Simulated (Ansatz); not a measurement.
**SnPt (model cell, started as zinc blende): a soft mode frozen in**

Wanted: the energy along a soft mode of SnPt (model cell, started as zinc blende) and the structure at the end.

Main program and level: Ansatz 0.2.0; DFT LDA, scalar-relativistic, plane waves, PAW.

The structure was built from a prototype and need not be the compound's stable phase.

### 1. Starting point

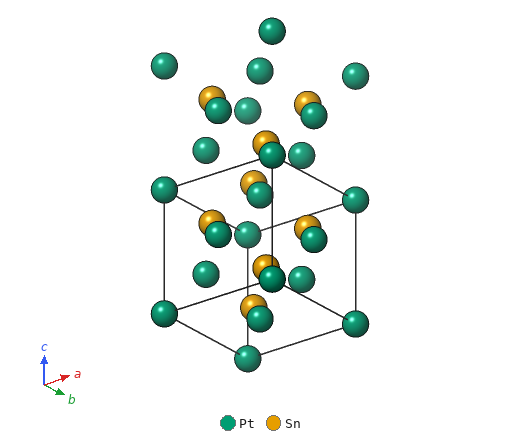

Start, viewed from a free direction; platinum teal, tin orange. 1×1×2 cells are drawn. This picture shows the conventional cell, with its axes. Some periodic images of atoms are drawn too.

As a file:

```cif
data_structure
_symmetry_space_group_name_H-M 'P 1'
_symmetry_Int_Tables_number 1
_cell_length_a 4.1766
_cell_length_b 4.1766
_cell_length_c 4.1766
_cell_angle_alpha 60.000
_cell_angle_beta 60.000
_cell_angle_gamma 60.000
_cell_volume 51.52
loop_
_atom_site_label
_atom_site_type_symbol
_atom_site_fract_x
_atom_site_fract_y
_atom_site_fract_z
_atom_site_occupancy
Pt1 Pt 0.00000 0.00000 0.00000 1
Sn2 Sn 0.25000 0.25000 0.25000 1
```

### 2. Response at finite wavevector

The cell comes from relaxations at this level that are not shown. Stability and thermal properties need the whole zone. Linear response on a 4×4×4 q mesh gives force constants as far as a supercell of that size would.

input.yaml reads:

```yaml
crystal:
  lattice:
    - [0.0, 2.9533293504, 2.9533293504]
    - [2.9533293504, 0.0, 2.9533293504]
    - [2.9533293504, 2.9533293504, 0.0]
  atoms:
    - { symbol: Pt, position: [0.0, 0.0, 0.0] }
    - { symbol: Sn, position: [0.25, 0.25, 0.25] }
kpoints:
  mp_grid: { grid: [12, 12, 12] }
hamiltonian:
  xc: lda
scf:
  occupations: { method: methfessel_paxton, width: 0.15 }
output:
  eigenvalues: true
phonons:
  method: dfpt
  qmesh: [4, 4, 4]
  temperatures: { t_max: 1000, t_step: 50 }
  qpath:
    path:
      - [[0.0, 0.0, 0.0], [-0.5, -0.5, 0.0], [-0.375, -0.375, 0.25]]
      - [[-0.375, 0.0, 0.375], [0.0, 0.0, 0.0], [0.0, 0.0, 0.5], [-0.5, -0.25, 0.25], [-0.5, -0.5, 0.0]]
    npoints: 10
```

The run is started by

```bash
ansatz run input.yaml --threads 4 --pin off --max-ram 7168MiB --backend cpu --events-out ev --progress --plain --runs-dir out
```

Numbers of over 12 decimals in the logs are rounded to 6 here.

Log:

```text
Warning: phonons: the dynamical matrix that this run interpolates holds no multipole term above the dipole-dipole one, and a site of this crystal is no centre of inversion, so its interpolated transverse optical and acoustic branches and sound speeds can stay off near Gamma, and the density of states and the thermodynamics with them. What a run solves at a wave vector of phonons.qpoints, Gamma apart, where the deck admits one, is free of this, and under fd what a larger phonons.supercell samples
Engine: ansatz 0.2.0, aarch64-unknown-linux-gnu
Pseudopotentials: kind: paw
Pseudopotential: Pt, paw, valence charge 18, recommended cutoff 420 eV (normal), Pt.paw.azcp
Pseudopotential: Sn, paw, valence charge 14, recommended cutoff 420 eV (normal), Sn.paw.azcp
Functional definition: SPW92
  exchange = slater_x
  correlation = pw_c
Crystal: 2 atoms, lattice volume = 51.519 Å³
Basis set: ecut = 420 eV, 965 PW (Γ), exchange–correlation on 60×60×60 points (8 copies of the dense FFT grid, shifted against one another)
Bands: 20, of which v1, the nominal top of the filled ones, is band 16 counted from 1 (15 counted from 0)
Symmetry: 24 space group operations
k-points: 72 of 1728 (time reversal used)
Non-local potential: Pt, projectors of the file, l = 0: 3, l = 1: 2, l = 2: 2, l = 3: 1
Non-local potential: Sn, projectors of the file, l = 0: 2, l = 1: 2, l = 2: 2, l = 3: 2
PAW form: soft (Blöchl's): semilocal exchange-correlation on the pseudo side does not see the compensation charge
PAW frozen core: Pt, regenerated for the run's functional, and the local potential with it (the file was generated under x = pbe(κ = 0.804, μ = 0.219515), c = pbe(β = 0.066725))
PAW frozen core: Sn, regenerated for the run's functional, and the local potential with it (the file was generated under x = pbe(κ = 0.804, μ = 0.219515), c = pbe(β = 0.066725))
PAW one-centre angular grid: Pt, 590 points (default); XC on 64 Gauss nodes
PAW one-centre angular grid: Sn, 590 points (default); XC on 64 Gauss nodes
Initial density: superposition of atomic densities (neutral atoms: chi_scale 0, normalization atom), corrected by the library's trained network
Initial wavefunctions: pseudopotential atomic-orbital guess
Functional: x = slater, c = lda
SCF iter   1: F=—  HF=-18124.568576 eV  |F-HF|=—  |Δ(HF+E_count)|=         —  Δρ=5.76e-3  dr2=9.61e-3  ethr=1.77e-3  ⟨swp⟩=5.6  Hψ=6649  notcnv=0
preconditioner: auto → Kerker (q_TF=auto, 2.520 Å⁻¹)  [metal: Δε(μ)=0.056 eV  Ē_g=15.407 eV  σ=0.150 eV  W_gap=0.30  n_scr=14 (ndim 8)  ℏωp=25.3 eV  f_vac=0.040  D(μ)=0.90/eV (n_scr^D=0)]
SCF iter   2: F=—  HF=-18124.565278 eV  |F-HF|=—  |Δ(HF+E_count)|=   3.30e-3  S|Δr|=    0.00e0  Δρ=2.57e-3  dr2=1.34e-3  ethr=3.00e-5  ⟨swp⟩=2.0  Hψ=2593  notcnv=0
SCF iter   3: F=—  HF=-18124.564899 eV  |F-HF|=—  |Δ(HF+E_count)|=   3.79e-4  S|Δr|=    0.00e0  Δρ=6.67e-4  dr2=1.36e-4  ethr=4.19e-6  ⟨swp⟩=2.0  Hψ=1792  notcnv=0
SCF iter   4: F=—  HF=-18124.564874 eV  |F-HF|=—  |Δ(HF+E_count)|=   2.49e-5  S|Δr|=    0.00e0  Δρ=1.26e-4  dr2=9.39e-6  ethr=4.24e-7  ⟨swp⟩=2.5  Hψ=2327  notcnv=0
SCF iter   5: F=—  HF=-18124.564870 eV  |F-HF|=—  |Δ(HF+E_count)|=   4.68e-6  S|Δr|=    0.00e0  Δρ=4.96e-5  dr2=1.78e-6  ethr=2.94e-8  ⟨swp⟩=2.3  Hψ=2135  notcnv=0
SCF iter   6: F=—  HF=-18124.564869 eV  |F-HF|=—  |Δ(HF+E_count)|=   2.41e-7  S|Δr|=    0.00e0  Δρ=1.42e-5  dr2=1.79e-7  ethr=5.55e-9  ⟨swp⟩=2.2  Hψ=2205  notcnv=0
SCF iter   7: F=—  HF=-18124.564869 eV  |F-HF|=—  |Δ(HF+E_count)|=   2.31e-8  S|Δr|=    0.00e0  Δρ=4.20e-6  dr2=1.50e-8  ethr=5.60e-10  ⟨swp⟩=2.2  Hψ=1966  notcnv=0
SCF iter   8: F=—  HF=-18124.564869 eV  |F-HF|=—  |Δ(HF+E_count)|=  8.62e-10  S|Δr|=    0.00e0  Δρ=1.12e-6  dr2=1.14e-9  ethr=4.69e-11  ⟨swp⟩=2.0  Hψ=2280  notcnv=0
SCF iter   9: F=—  HF=-18124.564869 eV  |F-HF|=—  |Δ(HF+E_count)|=  1.86e-10  S|Δr|=    0.00e0  Δρ=2.64e-7  dr2=5.19e-11  ethr=3.55e-12  ⟨swp⟩=2.1  Hψ=1706  notcnv=0
SCF iter  10: F=-18124.564869 eV  HF=-18124.564869 eV  |F-HF|=0.00e0  |Δ(HF+E_count)|=  1.46e-11  S|Δr|=    0.00e0  Δρ=9.19e-8  dr2=6.72e-12  ethr=1.00e-12  ⟨swp⟩=6.8  Hψ=6327  notcnv=0
SCF 1 converged in 10 iterations: F = -18124.564869 eV  dr2 = 6.72e-12
  greatest PAW one-centre occupation: 1.000 electrons in one spin orbital (limit 2), on the Pt atom at site 0 (counted from 0), in its partial waves of l = 0
Initial density: read from a saved state, or passed on in memory by an earlier SCF of this step, an earlier step, the calling program or the single point that the run made first
iter 1 solved again at ethr=2.13e-7 eV; its pass at ethr=3.10e-3 eV (dr2=6.83e-5 eV) is discarded
SCF iter   1: F=—  HF=-18124.564871 eV  |F-HF|=—  |Δ(HF+E_count)|=         —  Δρ=1.12e-6  dr2=5.90e-10  ethr=2.13e-7  ⟨swp⟩=3.0  Hψ=10283  notcnv=0
eigensolver tolerance schedule: the retry pair's looser diagonalisation over-reported the residual by 115683.39 of it (diagonalisation noise at an unbounded share of the residual, at the tolerance the schedule requests for it); recorded, not acted on — ethr = c·dr2/N_el stays at c = 1.0e-1
preconditioner: auto → Kerker (q_TF=auto, 2.520 Å⁻¹)  [metal: Δε(μ)=0.056 eV  Ē_g=15.444 eV  σ=0.150 eV  W_gap=0.31  n_scr=14 (ndim 8)  ℏωp=25.3 eV  f_vac=0.032  D(μ)=0.92/eV (n_scr^D=0)]
SCF iter   2: F=—  HF=-18124.564869 eV  |F-HF|=—  |Δ(HF+E_count)|=   2.05e-6  S|Δr|=    0.00e0  Δρ=8.12e-7  dr2=3.72e-10  ethr=1.84e-12  ⟨swp⟩=4.0  Hψ=4101  notcnv=0
SCF iter   3: F=—  HF=-18124.564869 eV  |F-HF|=—  |Δ(HF+E_count)|=  7.28e-11  S|Δr|=    0.00e0  Δρ=4.51e-7  dr2=9.99e-11  ethr=1.16e-12  ⟨swp⟩=1.0  Hψ=1440  notcnv=0
SCF iter   4: F=-18124.564869 eV  HF=-18124.564869 eV  |F-HF|=7.28e-12  |Δ(HF+E_count)|=  1.46e-11  S|Δr|=    0.00e0  Δρ=1.35e-7  dr2=5.91e-12  ethr=1.00e-12  ⟨swp⟩=2.8  Hψ=4250  notcnv=0
SCF 2 converged in 4 iterations: F = -18124.564869 eV  dr2 = 5.91e-12
phonons: the bands overlap, so this run is a metal and interpolates without the dipole-dipole term. If the crystal is really an insulator or semiconductor, its LO-TO splitting is missing
NSCF: frozen V_eff on 72 k-points
NSCF: frozen V_eff on 163 k-points
DFPT response loops at q = (0, 0, 0) (fractional): preconditioner auto → Kerker (q_TF=auto, 2.520 Å⁻¹) (partly filled bands, converged f_vac=0.032); β = 1.00, the filter's whole step (`scf.mixing.beta` (0.50) is not read by the response loops under this deck's `scf.mixing.preconditioner`; to damp them name `kerker` or `kerker_dos`, under which they read `scf.mixing.beta`, and type it under 1.00, their step now; both keys bind the ground state too); Broyden in place of MSR1
NSCF: frozen V_eff on 1872 k-points
DFPT response loops at q = (0, 0, 0.25) (fractional): mixed as the last ones told, above
NSCF: frozen V_eff on 952 k-points
DFPT response loops at q = (0, 0, -0.5) (fractional): mixed as the last ones told, above
NSCF: frozen V_eff on 1020 k-points
DFPT response loops at q = (0, 0.25, 0.25) (fractional): mixed as the last ones told, above
NSCF: frozen V_eff on 3456 k-points
DFPT response loops at q = (0, 0.25, -0.5) (fractional): mixed as the last ones told, above
NSCF: frozen V_eff on 1872 k-points
DFPT response loops at q = (0, 0.25, -0.25) (fractional): mixed as the last ones told, above
NSCF: frozen V_eff on 560 k-points
DFPT response loops at q = (0, -0.5, -0.5) (fractional): mixed as the last ones told, above
NSCF: frozen V_eff on 1020 k-points
DFPT response loops at q = (0.25, -0.5, -0.25) (fractional): mixed as the last ones told, above
SCF converged after 10 iterations
Stability not checked: this state was not tested for a lower state beside it, because cold or Methfessel-Paxton smearing, or corrected tetrahedra, fill the levels in a way that the test cannot read (fill_not_monotonic; see scf.lower_state_search)
Free energy (F): -18124.564869 eV
Harris-Foulkes:  -18124.564869 eV  (|F-HF|=0.00e0)
Internal energy: -18124.565042 eV  (E = F + TS)
E sigma→0 (E₀):  -18124.564912 eV
Entropy (-TS):   0.000173 eV (0.086 meV/atom)
Fermi energy:    11.028806 eV
--- Per-component energies (eV) ---
  E_band       = -421.842139
  E_kinetic    = 829.840200
  E_local      = -3469.228510  (includes V_loc(G=0)·N_el)
  E_nonlocal   = 180.786654
  E_hartree    = 1546.738478
  E_xc         = -638.946271
  E_vxc        = -400.853875  (∫ρ·V_xc dr)
  E_paw        = -13175.888027  (= ΣΔE_a)
  E_vpaw       = -655.863700  (= ΣTr[D̂ρ^β])
  E_aug_tail   = 0.000157  (compensation charges beyond the density's cutoff)
  E_ewald      = -3398.756491
  E_core_change = 0.888768  (= ΣΔE_core)
  E_smearing   = 0.000173  (= −TS)
  E_closure    = 0.000000  (closes the sum)
  Σ components = -18124.564869   (vs F -18124.564869, Δ=0.00e0)
--- Band table (eV; the first three rows and the last of 72) ---
  k-point 0: bands = [... 12 lower, 7.0044, 8.3134, 8.3134, 16.2667, 16.9221, 16.9221, 16.9221, 18.0081]
  k-point 1: bands = [... 12 lower, 7.0299, 8.3034, 8.3034, 15.2945, 16.5359, 16.5359, 16.7379, 18.3825]
  k-point 2: bands = [... 12 lower, 7.0961, 8.2843, 8.2843, 13.5565, 15.8882, 15.8882, 16.6388, 18.9511]
  k-point 71: bands = [... 12 lower, 7.7869, 8.3237, 8.6314, 9.7830, 10.1387, 11.5359, 19.2947, 19.5984]
--- Phonons (Γ-DFPT): 2 representative perturbations + reference (Σ response iterations 6) ---
  ASR residual: 8.878e-5 → 0.000e0 eV/Å²; symmetrization residual: 4.557e-5 eV/Å²
  ASR residual per site (eV/Å²): 8.88e-5 2.09e-5
  Γ frequencies (cm⁻¹): 0.00 0.00 0.00 191.17 191.17 191.17
--- Phonons (arbitrary-q DFPT): 8 irreducible q on the 4×4×4 mesh ---
  q = [0.0000, 0.0000, 0.0000] (star 1, of the zone-centre solve; hermiticity 9.19e-6, symmetrization 3.48e-12): 0.00 0.00 0.00 191.17 191.17 191.17
  q = [0.0000, 0.0000, 0.2500] (star 8, 2 solved perturbations on 936 of 1728 k-point pairs; hermiticity 4.05e-6, symmetrization 3.14e-13): -10.22 -10.22 70.27 189.10 192.48 192.48
  q = [0.0000, 0.0000, -0.5000] (star 4, 2 solved perturbations on 476 of 1728 k-point pairs; hermiticity 4.86e-6, symmetrization 5.54e-13): 6.84 6.84 103.29 177.21 191.01 191.01
  q = [0.0000, 0.2500, 0.2500] (star 6, 4 solved perturbations in 1608 linear systems a pass and spin channel, the states on 510 of 1728 k-point pairs; hermiticity 6.85e-6, symmetrization 2.45e-13): -15.40 -15.40 81.75 186.66 191.65 191.65
  q = [0.0000, 0.2500, -0.5000] (star 24, 4 solved perturbations in 5328 linear systems a pass and spin channel, the states on 1728 of 1728 k-point pairs; hermiticity 3.71e-6, symmetrization 2.55e-13): -14.58 -9.03 112.32 173.53 189.69 190.24
  q = [0.0000, 0.2500, -0.2500] (star 12, 4 solved perturbations in 2892 linear systems a pass and spin channel, the states on 936 of 1728 k-point pairs; hermiticity 3.47e-6, symmetrization 3.58e-12): -13.53 -11.15 101.24 178.44 191.08 191.18
  q = [0.0000, -0.5000, -0.5000] (star 3, 4 solved perturbations in 886 linear systems a pass and spin channel, the states on 280 of 1728 k-point pairs; hermiticity 2.89e-6, symmetrization 3.93e-13): -21.01 -21.01 123.30 165.67 188.31 188.31
  q = [0.2500, -0.5000, -0.2500] (star 6, 4 solved perturbations in 1544 linear systems a pass and spin channel, the states on 510 of 1728 k-point pairs; hermiticity 3.18e-6, symmetrization 1.31e-12): -22.85 14.35 125.36 166.41 189.09 190.25
  sum rule: each row above includes the acoustic sum rule's correction from the zone centre's row sums; it moved no ω² by more than (0.35 cm⁻¹)²
  mesh force constants: q→R imaginary residual 2.64e-18; ASR residual 8.878e-5 → 0.000e0 eV/Å²; symmetrization residual 5.329e-15 eV/Å²
  interpolated dispersion: 62 rows × 6 modes
  density of states and harmonic sums: on the 20×20×20 q-mesh, interpolated from the force constants of a 4×4×4 supercell (no non-analytic term)
  largest difference from the sums on the solved wave vectors: F 6.07e-2 eV, S 7.22e-5 and C_V 1.16e-5 eV/K
  zero-point energy: 0.041071 eV/cell   skipped modes (ω ≤ 0): 437, of them read as no rigid motion or as one in doubt: 434 (1.663e0 modes/cell left out, lowest -22.85 cm⁻¹)   left out of the sums: 2.77e-1 of the cell's modes: C_V's classical limit lies that fraction below 3 k_B per atom; for a crystal, a wire or a layer, F and S can be off by more, and a phonons.interpolated_qmesh denser along its periods is the remedy for the sampling
```

The job ended after 6.4 min (4 threads of Arm Neoverse V2, shared host; peak memory 3.9 GiB).

Numbers from this step:

```yaml
volume_per_atom: 25.76 Å³
gap_on_the_k_mesh: 0 eV
sum_rule_residual_before_enforcement: 8.88e-5 eV/Å²
lowest_frequency_on_the_path: -22.85 cm⁻¹
point_group: -43m
highest_frequency_on_the_path_or_at_a_solved_wavevector: 192.6 cm⁻¹
highest_optical_mode_at_the_zone_centre_no_lo_to_term: 191.2 cm⁻¹
lowest_optical_zone_centre_mode: 191.2 cm⁻¹
lowest_mode_on_the_q_mesh_acoustic_modes_at_gamma_apart: -22.85 cm⁻¹
```

Frequencies (cm⁻¹) solved at each irreducible wavevector; negative means imaginary. Frequencies by wavevector, by row:

| q in reciprocal lattice units | star | mode 1 | mode 2 | mode 3 | mode 4 | mode 5 | mode 6 |
| --- | --- | --- | --- | --- | --- | --- | --- |
| 0 0 0 | 1 | 0 | 0 | 0 | 191.2 | 191.2 | 191.2 |
| 0 0 0.25 | 8 | -10.2 | -10.2 | 70.3 | 189.1 | 192.5 | 192.5 |
| 0 0 -0.5 | 4 | 6.8 | 6.8 | 103.3 | 177.2 | 191 | 191 |
| 0 0.25 0.25 | 6 | -15.4 | -15.4 | 81.8 | 186.7 | 191.7 | 191.7 |
| 0 0.25 -0.5 | 24 | -14.6 | -9 | 112.3 | 173.5 | 189.7 | 190.2 |
| 0 0.25 -0.25 | 12 | -13.5 | -11.2 | 101.2 | 178.4 | 191.1 | 191.2 |
| 0 -0.5 -0.5 | 3 | -21 | -21 | 123.3 | 165.7 | 188.3 | 188.3 |
| 0.25 -0.5 -0.25 | 6 | -22.9 | 14.3 | 125.4 | 166.4 | 189.1 | 190.2 |

Interpolated from a 4×4×4 q mesh. Phonon branches along the path, in cm⁻¹:

| point | branch 1 | branch 2 | branch 3 | branch 4 | branch 5 | branch 6 |
| --- | --- | --- | --- | --- | --- | --- |
| Γ | 0 | 0 | 0 | 191 | 191 | 191 |
| X | -21 | -21 | 123 | 166 | 188 | 188 |
| U | -15 | -13 | 123 | 167 | 189 | 190 |
| jump to K | -15 | -13 | 123 | 167 | 189 | 190 |
| Γ | 0 | 0 | 0 | 191 | 191 | 191 |
| L | 7 | 7 | 103 | 177 | 191 | 191 |
| W | -23 | 14 | 125 | 166 | 189 | 190 |
| X | -21 | -21 | 123 | 166 | 188 | 188 |

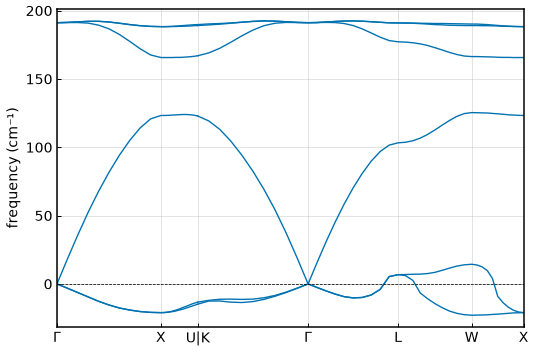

Phonon branches along the path.

Symmetry leaves 8 wavevectors to solve. The lowest mode among them, the acoustic zeros apart, lies at q = (0.25, -0.5, -0.25) and is imaginary, 22.9i cm⁻¹, so the energy falls along it.

### 3. The mode frozen in, largest atomic shift 0 Å

The mode followed lies at q = (0, -0.5, -0.5) with frequency 21.0i cm⁻¹ and is 2-fold degenerate, one of the unstable modes though not the softest. At small amplitude the distorted cell has space group no. 20 by a symmetry search on the positions. The undistorted cell that holds it gives the zero of energy on the same k mesh.

System of this step: SnPt (model cell, started as zinc blende). It takes space group F-43m (No. 216, cubic). The conventional cell has a = 5.907 Å, b = 5.907 Å, c = 5.907 Å, α = 90.00°, β = 90.00°, γ = 90.00°. Nearest to Pt lie 4 Sn at 2.56 Å. Nearest to Sn lie 4 Pt at 2.56 Å. Farther neighbours are not listed.

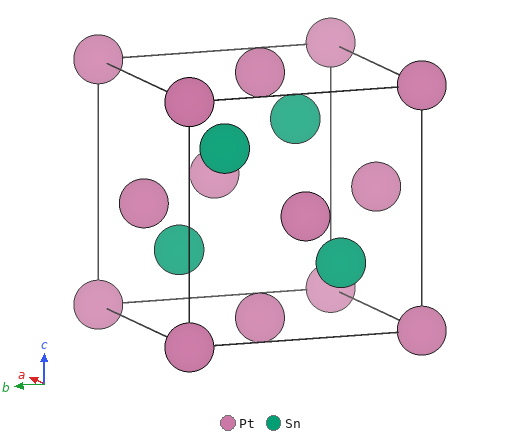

The cell of this step (platinum pink, tin teal). Some periodic images of atoms are drawn too.

input.yaml reads:

```yaml
crystal:
  lattice:
    - [0.0, -2.9533293504, -2.9533293504]
    - [0.0, 2.9533293504, -2.9533293504]
    - [5.9066587008, 0.0, 0.0]
  atoms:
    - { symbol: Pt, position: [0.5, 0.5, 0.5] }
    - { symbol: Pt, position: [0.0, 0.0, 0.0] }
    - { symbol: Sn, position: [0.0, 0.5, 0.75] }
    - { symbol: Sn, position: [0.5, 0.0, 0.25] }
kpoints:
  mp_grid: { grid: [10, 10, 6] }
hamiltonian:
  xc: lda
scf:
  occupations: { method: methfessel_paxton, width: 0.15 }
output:
  forces: true
  stress: true
  eigenvalues: true
```

Log:

```text
[...]
Crystal: 4 atoms, lattice volume = 103.038 Å³
Basis set: ecut = 420 eV, 1963 PW (Γ)
Bands: 39, of which v1, the nominal top of the filled ones, is band 32 counted from 1 (31 counted from 0)
Symmetry: 16 space group operations
[...]
k-points: 84 of 600 (time reversal used)
[...]
k-point 0: bands = [... 28 lower, 8.4412, 8.6688, 8.9423, 11.4040, 11.4040, 16.2671, 16.3259, 16.7348, ... 3 higher]
  k-point 1: bands = [... 28 lower, 8.3249, 8.4326, 9.8092, 11.6824, 11.6824, 15.5133, 15.9605, 15.9605, ... 3 higher]
  k-point 2: bands = [... 28 lower, 8.3472, 8.4094, 11.1634, 12.4146, 12.4146, 14.2447, 14.6555, 14.6555, ... 3 higher]
  k-point 83: bands = [... 28 lower, 8.6329, 8.6329, 9.7849, 9.7849, 10.1384, 10.1384, 11.5379, 11.5379, ... 3 higher]
[key lines of the parts left out:]
SCF converged after 6 iterations
Free energy (F): -36249.133568 eV
Fermi energy:    11.071628 eV
P = ⅓ Tr σ = 0.0490 GPa (0.490 kbar)
```

It took 6.2 s on 4 threads; peak memory 0.51 GiB; 24 s of CPU time.

Numbers from this step:

- pressure: 0.04904 GPa
- energy from the undistorted cell: 0 meV/atom

The run ends at a pressure of 0.05 GPa.

### 4. The mode frozen in, largest atomic shift 0.22 Å

The atoms are moved along the unstable eigenvector, the largest shift by 0.22 Å, with the cell fixed.

input.yaml, the sections that differ from step 3:

```yaml
crystal:
  lattice:
    - [0.0, -2.9533293504, -2.9533293504]
    - [0.0, 2.9533293504, -2.9533293504]
    - [5.9066587008, 0.0, 0.0]
  atoms:
    - { symbol: Pt, position: [0.5330626681, 0.5330626681, 0.5] }
    - { symbol: Pt, position: [-0.0330626681, -0.0330626681, 0.0] }
    - { symbol: Sn, position: [0.0372460999, 0.4627539001, 0.75] }
    - { symbol: Sn, position: [0.4627539001, 0.0372460999, 0.25] }
# kpoints, hamiltonian, scf, output: as in step 3
```

Log:

```text
[...]
Crystal: 4 atoms, lattice volume = 103.038 Å³
Basis set: ecut = 420 eV, 1963 PW (Γ)
Bands: 39, of which v1, the nominal top of the filled ones, is band 32 counted from 1 (31 counted from 0)
Symmetry: 4 space group operations
[...]
k-points: 124 of 600 (time reversal used)
[...]
k-point 0: bands = [... 28 lower, 8.4886, 8.6765, 8.9977, 11.4274, 11.5811, 15.5577, 16.1657, 16.2657, ... 3 higher]
  k-point 1: bands = [... 28 lower, 8.4458, 8.4803, 9.8284, 11.6917, 11.8019, 15.1836, 15.5320, 15.7928, ... 3 higher]
  k-point 2: bands = [... 28 lower, 8.4222, 8.4584, 11.1592, 12.3789, 12.4073, 14.2950, 14.3260, 14.5626, ... 3 higher]
  k-point 123: bands = [... 28 lower, 8.6616, 8.6616, 9.8194, 9.8194, 10.2415, 10.2415, 11.5508, 11.5508, ... 3 higher]
[key lines of the parts left out:]
SCF converged after 6 iterations
Free energy (F): -36249.142357 eV
Fermi energy:    11.094484 eV
P = ⅓ Tr σ = -1.7515 GPa (-17.515 kbar)
```

Wall time 9.2 s (4 threads); peak memory 0.6 GiB.

Numbers from this step:

* pressure: -1.751 GPa
* energy from the undistorted cell: -2.241 meV/atom

The energy, extrapolated to zero smearing, is -2.24 meV/atom against the undistorted cell.

The run ends at a pressure of -1.75 GPa, with forces up to 0.028 eV/Å.

[end of part 1 of 3]

[Logs are printed without paths, hosts, clocks, repeated set-up lines and the standing remarks that a program may print on its own settings, such as how far it seeks lower states.]

[Hosts, paths, dates, database ids (printed as entryN), source tags and the programs' standing remarks are cut or masked in the printed files.]
